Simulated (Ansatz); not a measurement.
# (ClInS)4 cubane (In₄S₄Cl₄): the relaxed shape and its frontier levels

What does (ClInS)4 cubane (In₄S₄Cl₄) look like as a singlet, and where do its frontier electrons sit?

Method: RKS PBE0-D4/def2-TZVP; program: Ansatz 0.2.0, Gaussian basis.

The runs, in order: relaxation at r2SCAN-D4/def2-SVP; a single point at PBE0-D4/def2-TZVP.

1 further run of the same task is left out (it didn't finish). Runs told in other sessions of the task aren't counted.

## (1) The starting structure

12 atoms, charge 0, spin multiplicity 1.

Atoms are counted from 1 here; the program's logs count them from 0.

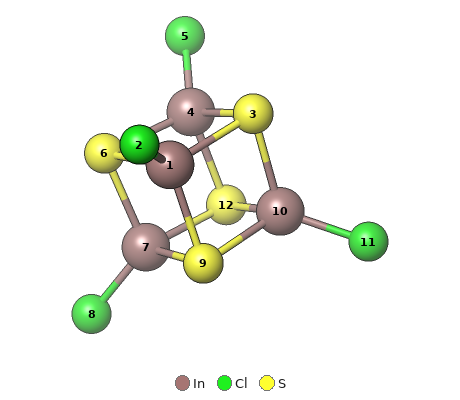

The starting geometry (indium brown, chlorine green, sulfur yellow); atoms are numbered from 1 in the order of the file.

In takes a core potential in the def2 sets. No spin-orbit coupling is included.

The start is a GFN2-xTB geometry.

## (2) Optimising with r2SCAN-D4/def2-SVP

in.yaml reads:

```yaml
crystal:
  periodic: [false, false, false]
  atoms:
    - {symbol: In, position_ang: [0.573350, 1.905380, -0.767000]}
    - {symbol: Cl, position_ang: [1.170340, 3.901550, -1.637730]}
    - {symbol: S, position_ang: [1.930530, 0.761980, 1.130390]}
    - {symbol: In, position_ang: [1.587880, -1.388470, -0.291580]}
    - {symbol: Cl, position_ang: [3.261490, -2.871230, -0.596930]}
    - {symbol: S, position_ang: [0.462930, -0.188720, -2.299240]}
    - {symbol: In, position_ang: [-1.736970, -0.677270, -1.010190]}
    - {symbol: Cl, position_ang: [-3.576650, -1.400570, -2.098870]}
    - {symbol: S, position_ang: [-1.750680, 1.544560, 0.333790]}
    - {symbol: In, position_ang: [-0.412460, 0.173730, 2.087900]}
    - {symbol: Cl, position_ang: [-0.879910, 0.340740, 4.291740]}
    - {symbol: S, position_ang: [-0.629850, -2.101680, 0.857720]}
basis:
  gaussian: {orbitals: def2-SVP}
hamiltonian: {xc: r2scan, dispersion: d4}
scf: {lower_state_search: "off"}
output: {orbitals: {seedname: orbitals}}
relax: {f_tol: 0.03, max_steps: 70}
```

Run with:

```sh
ansatz run in.yaml --threads 2 --pin off --events-out ev --progress --plain --max-ram 32768MiB --backend cuda --devices 0, --max-vram 18GiB
```

After this run come: Single point, PBE0-D4/def2-TZVP.

Before running them: what should the planned runs give, taken together? Wanted: point group; commonest bond; HOMO, LUMO at PBE0-D4/def2-TZVP; dipole at r2SCAN-D4/def2-SVP.

As calculated:

| quantity | value |
| --- | --- |
| point group | Td |
| commonest bond | In–S, 12 of mean length 2.562 Å |
| HOMO, LUMO at PBE0-D4/def2-TZVP | -8.67, -3.19 eV |
| dipole at r2SCAN-D4/def2-SVP | 0.00 D |

What this shows: The molecule keeps its bonding pattern by the stored test; the atoms moved 0.04 Å (rms). No usable vibrations, so a minimum isn't proven.
